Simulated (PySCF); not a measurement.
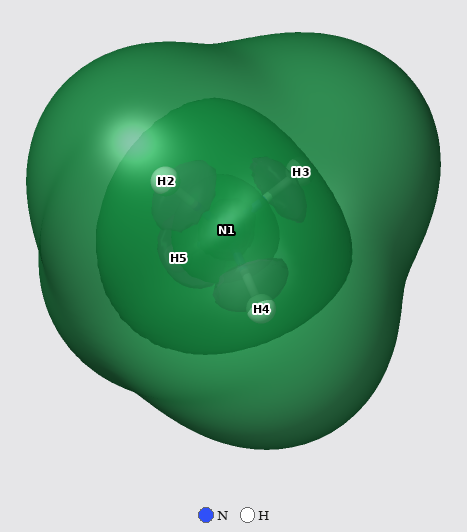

Figure 1: H4N, charge +1, SMILES `[NH4+]`. Fukui function f⁺ = ρ(N+1) − ρ(N) at fixed geometry, surfaces at ±0.01 e/Å³ (green positive, purple negative).

PySCF calculation, ωB97X/def2-SVPD, gas phase; geometry: GFN2-xTB. No frequency check shows the geometry to be a minimum.

Coordinates in Å:

```
N1       0.0000   -0.0000    0.0000
H2       0.8250   -0.5944    0.1611
H3      -0.8250   -0.5944   -0.1611
H4      -0.1611    0.5944    0.8250
H5       0.1611    0.5944   -0.8250
```

Q: Which atoms respond most to the addition of an electron?

A: f⁺ (Hirshfeld-condensed) is largest on H2, H3, H4 and H5 (0.22 each); the vertical electron affinity is 3.78 eV (the stability of the neutral species's solution wasn't checked). Condensed values hint at sites of nucleophilic attack but needn't mark the atom that reacts. Orbital relaxation makes it negative in places (0.02 e in all).

```
atom     f⁺  charge
  N1  +0.12   +0.02
  H2  +0.22   +0.24
  H3  +0.22   +0.24
  H4  +0.22   +0.24
  H5  +0.22   +0.24
```
